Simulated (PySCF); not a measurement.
# CF (SMILES [C]F) at UCCSD(T)/cc-pVTZ

Aim: the vertical doublet–quartet gap of CF at UCCSD(T)/cc-pVTZ, from 2 runs. Input form: a Python script.

Program for the calculation: PySCF 2.14.0.

6 further runs of the same task are left out: 6 set aside as unsound or not needed.

## Step 1: The system as given

The species is CF (2 atoms), meant as a doublet with charge 0. As SMILES, `[C]F`. Geometry: relaxed at PBE0-D4/def2-TZVP.

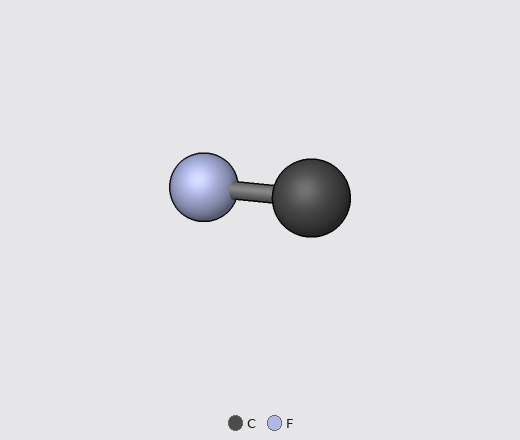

Viewed from a chosen angle; carbon dark grey, fluorine light blue.

## Step 2: A single-point energy at UCCSD(T)/cc-pVTZ

Contents of input.py:

```python
from pyscf import gto, scf, cc

mol = gto.M(
    atom='''
C      0.000000     0.000000     0.005820
F      0.000000     0.000000     2.402447
''',
    charge=0,
    unit='bohr',
    max_memory=1860,
    basis='cc-pvtz',
    spin=1,
    verbose=3,
)

hf = scf.UHF(mol)
hf.conv_tol = 1e-10
hf.kernel()
if not hf.converged:
    hf = hf.newton().run(hf.mo_coeff, hf.mo_occ)

mycc = cc.CCSD(hf, frozen=2)
mycc.kernel()
e_t = mycc.ccsd_t()
etot = mycc.e_tot + e_t
print('E(%s) = %.9f' % ('CCSD(T)', etot))
```

Command:

```
$ OMP_NUM_THREADS=1 python input.py
```

The program printed:

```text
converged SCF energy = -137.225043192032  <S^2> = 0.76189538  2S+1 = 2.0118602
E(UCCSD) = -137.5915245780162  E_corr = -0.3664813859840734
UCCSD(T) correction = -0.0129535578962895
E(CCSD(T)) = -137.604478136
```

It took 11 s on 1 thread of Arm Neoverse V2, shared host; peak memory 0.61 GiB.

## Step 3: The quartet, same level

Contents of input.py:

```python
from pyscf import gto, scf, cc

system = gto.M(
    atom='''
C      0.000000     0.000000     0.003080
F      0.000000     0.000000     1.271320
''',
    verbose=4,
    charge=0,
    basis='cc-pvtz',
    max_memory=1860,
    spin=3,
)

mf = scf.UHF(system)
mf.conv_tol = 1e-10
mf.kernel()
if not mf.converged:
    mf = mf.newton().run(mf.mo_coeff, mf.mo_occ)

mycc = cc.CCSD(mf, frozen=2)
mycc.kernel()
e_t = mycc.ccsd_t()
e_tot = mycc.e_tot + e_t
print('E = %.10f Eh' % e_tot)
```

Command:

```
$ OMP_NUM_THREADS=1 python input.py
```

The program printed:

```text
PySCF version 2.14.0

[INPUT] num. atoms = 2
[INPUT] num. electrons = 15
[INPUT] charge = 0
[INPUT] spin (= nelec alpha-beta = 2S) = 3
[INPUT] symmetry False subgroup None
[INPUT] Mole.unit = angstrom
[INPUT] Symbol           X                Y                Z      unit          X                Y                Z       unit  Magmom
[INPUT]  1 C      0.000000000000   0.000000000000   0.003080000000 AA    0.000000000000   0.000000000000   0.005820356464 Bohr   0.0
[INPUT]  2 F      0.000000000000   0.000000000000   1.271320000000 AA    0.000000000000   0.000000000000   2.402446616682 Bohr   0.0

nuclear repulsion = 22.5316733344477
number of shells = 18
number of NR pGTOs = 84
number of NR cGTOs = 60
basis = cc-pvtz
ecp = {}

******** <class 'pyscf.scf.uhf.UHF'> ********
method = UHF
initial guess = minao
damping factor = 0
level_shift factor = 0
DIIS = <class 'pyscf.scf.diis.CDIIS'>
diis_start_cycle = 1
diis_space = 8
diis_damp = 0
SCF conv_tol = 1e-10
SCF conv_tol_grad = None
SCF max_cycles = 50
direct_scf = True
direct_scf_tol = 1e-13
number electrons alpha = 9  beta = 6
Set gradient conv threshold to 1e-05
init E= -137.189727729721
[... the frontier-level lines of each cycle are left out ...]


cycle= 1 E= -137.029130042516  delta_E= 0.161  |g|= 0.363  |ddm|= 1.14
cycle= 2 E= -137.123181013451  delta_E= -0.0941  |g|= 0.14  |ddm|= 0.456
cycle= 3 E= -137.135464897528  delta_E= -0.0123  |g|= 0.0632  |ddm|= 0.0904
cycle= 4 E= -137.139466548143  delta_E= -0.004  |g|= 0.0301  |ddm|= 0.0698
cycle= 5 E= -137.140514945964  delta_E= -0.00105  |g|= 0.0144  |ddm|= 0.0324
cycle= 6 E= -137.140847373206  delta_E= -0.000332  |g|= 0.00534  |ddm|= 0.0196
cycle= 7 E= -137.1408892688  delta_E= -4.19e-05  |g|= 0.00127  |ddm|= 0.00821
cycle= 8 E= -137.140891090886  delta_E= -1.82e-06  |g|= 0.000298  |ddm|= 0.00154
cycle= 9 E= -137.140891212952  delta_E= -1.22e-07  |g|= 8.18e-05  |ddm|= 0.000353
cycle= 10 E= -137.140891222286  delta_E= -9.33e-09  |g|= 2.09e-05  |ddm|= 0.000106
cycle= 11 E= -137.140891222661  delta_E= -3.75e-10  |g|= 4.89e-06  |ddm|= 2.56e-05
cycle= 12 E= -137.14089122268  delta_E= -1.92e-11  |g|= 1.25e-06  |ddm|= 4.41e-06
Extra cycle  E= -137.140891222682  delta_E= -1.53e-12  |g|= 6.18e-07  |ddm|= 1.02e-06
converged SCF energy = -137.140891222682  <S^2> = 3.7559586  2S+1 = 4.0029782

******** <class 'pyscf.cc.uccsd.UCCSD'> ********
CC2 = 0
CCSD nocc = (np.int64(7), np.int64(4)), nmo = (58, 58)
frozen orbitals 2
max_cycle = 50
direct = 0
conv_tol = 1e-07
conv_tol_normt = 1e-06
diis_space = 6
diis_start_cycle = 0
diis_start_energy_diff = 1e+09
Init t2, MP2 energy = -0.312970307037906
Init E_corr(UCCSD) = -0.312970307038123
cycle = 1  E_corr(UCCSD) = -0.313070275054619  dE = -9.99680165e-05  norm(t1,t2) = 0.0595575
cycle = 2  E_corr(UCCSD) = -0.320201464645216  dE = -0.00713118959  norm(t1,t2) = 0.0185211
cycle = 3  E_corr(UCCSD) = -0.320537397867104  dE = -0.000335933222  norm(t1,t2) = 0.0131065
cycle = 4  E_corr(UCCSD) = -0.322019763903285  dE = -0.00148236604  norm(t1,t2) = 0.00693063
cycle = 5  E_corr(UCCSD) = -0.32200577978353  dE = 1.39841198e-05  norm(t1,t2) = 0.00169112
cycle = 6  E_corr(UCCSD) = -0.321927299756931  dE = 7.84800266e-05  norm(t1,t2) = 0.000396824
cycle = 7  E_corr(UCCSD) = -0.32193618996874  dE = -8.89021181e-06  norm(t1,t2) = 0.000186343
cycle = 8  E_corr(UCCSD) = -0.321945177335555  dE = -8.98736681e-06  norm(t1,t2) = 6.5546e-05
cycle = 9  E_corr(UCCSD) = -0.321942622463885  dE = 2.55487167e-06  norm(t1,t2) = 3.11705e-05
cycle = 10  E_corr(UCCSD) = -0.321942743899261  dE = -1.21435376e-07  norm(t1,t2) = 9.51012e-06
cycle = 11  E_corr(UCCSD) = -0.32194266298527  dE = 8.09139917e-08  norm(t1,t2) = 2.78325e-06
cycle = 12  E_corr(UCCSD) = -0.321942632945282  dE = 3.00399873e-08  norm(t1,t2) = 1.11773e-06
cycle = 13  E_corr(UCCSD) = -0.321942628236838  dE = 4.70844447e-09  norm(t1,t2) = 3.9662e-07
UCCSD converged
E(UCCSD) = -137.4628338509185  E_corr = -0.3219426282368378
UCCSD(T) correction = -0.00950002836775834
E = -137.4723338793 Eh
```

It took 11 s on 1 thread of Arm Neoverse V2, shared host; peak memory 0.64 GiB.

## Step 4: Results

At UCCSD(T)/cc-pVTZ, 2 core orbitals frozen:

```
                                                           quantity          value
                                              doublet: total energy  -137.60448 Eh
                      doublet: dipole moment (Hartree–Fock density)         0.45 D
doublet: HOMO energy (Hartree–Fock orbitals) (highest over α and β)      -10.78 eV
 doublet: LUMO energy (Hartree–Fock orbitals) (lowest over α and β)        1.98 eV
               doublet: correlation energy (2 core orbitals frozen)     -379.4 mEh
                                            doublet: (T) correction     -12.95 mEh
                         doublet: ⟨S²⟩ of the reference determinant          0.762
                                             doublet: T1 diagnostic          0.020
                                              quartet: total energy  -137.47233 Eh
                      quartet: dipole moment (Hartree–Fock density)         0.92 D
quartet: HOMO energy (Hartree–Fock orbitals) (highest over α and β)      -11.51 eV
 quartet: LUMO energy (Hartree–Fock orbitals) (lowest over α and β)        0.10 eV
               quartet: correlation energy (2 core orbitals frozen)     -331.4 mEh
                                            quartet: (T) correction      -9.50 mEh
                         quartet: ⟨S²⟩ of the reference determinant          3.756
                                             quartet: T1 diagnostic          0.017
                   vertical energy of the quartet above the doublet       3.596 eV
```

What this shows: At this shape the quartet lies 3.60 eV (347 kJ/mol) above the doublet. The triples (doublet) make up 3.4 % of the correlation energy. The triples (quartet) make up 2.9 % of the correlation energy.
